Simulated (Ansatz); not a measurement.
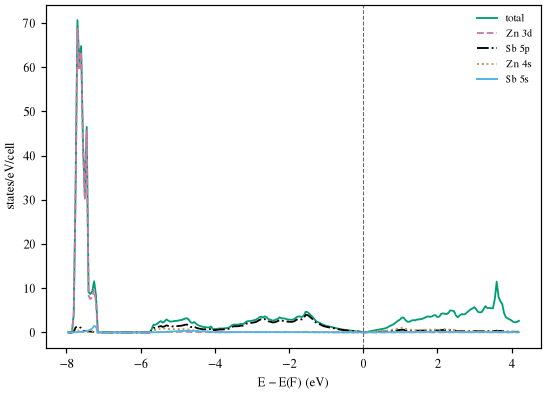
Total and projected density of states of CaZn2Sb2 in space group P-3m1 (No. 164; Ca on 1a, Zn on 2d, Sb on 2d), DFT-PBEsol in the program Ansatz with PAW potentials

Question: Which orbitals carry the states next to the Fermi level?

Answer: Within 0.5 eV of the Fermi level: Sb 5p 50 %, Zn 4s 22 %, outside the projected shells 21 %. Projections are on Löwdin-orthogonalised atomic valence shells; empty p or d shells of many metals are not among them.

The workflow started from a Materials Project entry (that database holds measured and hypothetical structures alike); the Crystallography Open Database files this formula in space group No. 164, but the cells were not matched. Whether it is the stable phase at ambient conditions was not checked. The PBEsol relaxation kept the symmetry of its start; of distortions, only those at the zone centre were tested. A small band overlap can be real or an error of a semilocal functional. Spin–orbit coupling is left out wherever it is not named.

Potentials: the later of the program's two PAW sets.
